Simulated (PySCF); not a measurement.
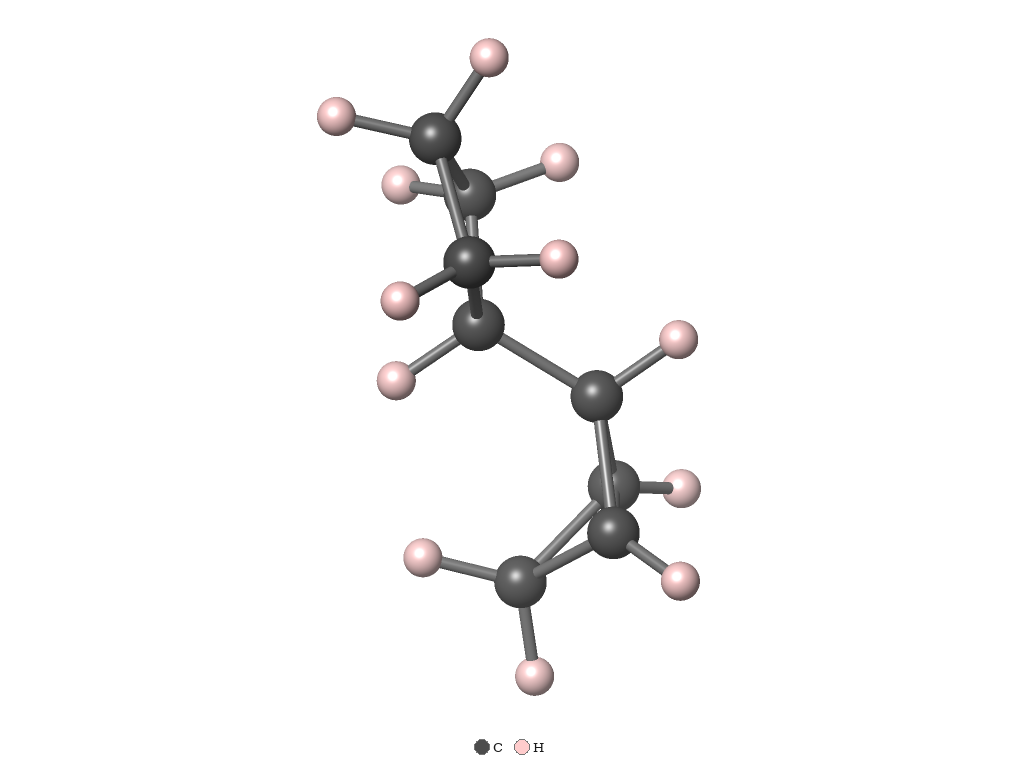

Computed geometry: GFN2-xTB optimisation. No frequency run is at hand to confirm it as a minimum. Method: PBE0/pcSseg-1, gas phase (PySCF 2.14.0).

What does the calculation give?

The species is C8H12 (`C1CC([C@@H]2[C@@H]3C[C@@H]32)C1`).
- dipole moment: 0.60 D
- HOMO energy (Kohn–Sham orbital): −6.89 eV
- LUMO energy (Kohn–Sham orbital): 1.58 eV
- HOMO–LUMO gap: 8.47 eV
